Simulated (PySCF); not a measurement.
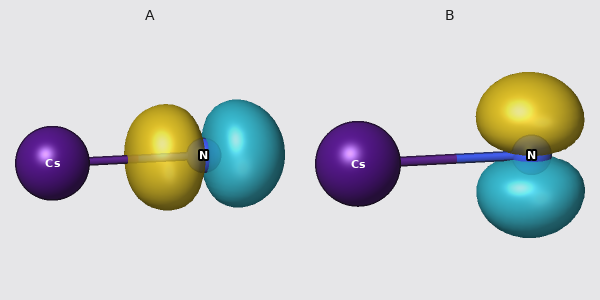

Figure 1: CsN (triplet). Two frontier α-spin orbitals, each drawn at the value that holds 80 % of its norm (yellow and cyan are the two phases), in no order; of a degenerate pair one member is drawn.

⟨S²⟩ = 2.14, above the pure value of 2.00; core potentials replace the inner electrons of Cs.

All numbers below come from PySCF 2.14.0, PBE0/def2-SVPD, non-relativistic Hamiltonian with scalar-relativistic core potentials where named, at a bond length of 2.846 Å.

Name the orbitals and rank them from lowest to highest energy.

Orbital B: π, occupied in this spin, −6.07 eV; almost wholly on N.
Orbital A: σ, occupied in this spin, −4.83 eV; mainly on N (90 %).
